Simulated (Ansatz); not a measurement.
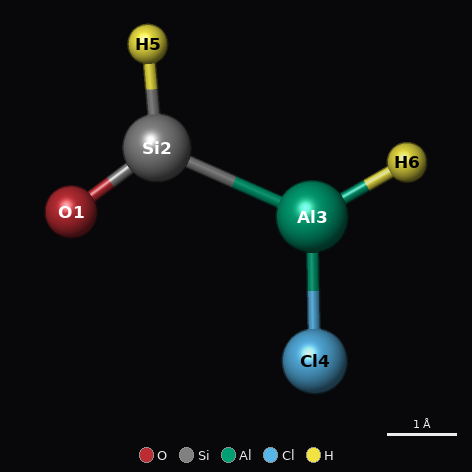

Orthographic view. Atoms fade into the background with distance from the viewer. The geometry was computed by an optimisation with PBE-D4/def2-SVP. No frequency run is at hand to confirm it as a minimum.

Give the geometry as a Z-matrix, atoms in numerical order, with these reference atoms: 2 to 1; 3 to 2, 1; 4 to 3, 2, 1; 5 to 2, 1, 3; 6 to 3, 4, 2.

```
O  
Si   1   1.563
Al   2   2.480   1   119.3
Cl   3   2.113   2   115.0   1    -1.6
H    2   1.523   1   121.7   3   180.0
H    3   1.595   4   118.6   2  -179.9
```
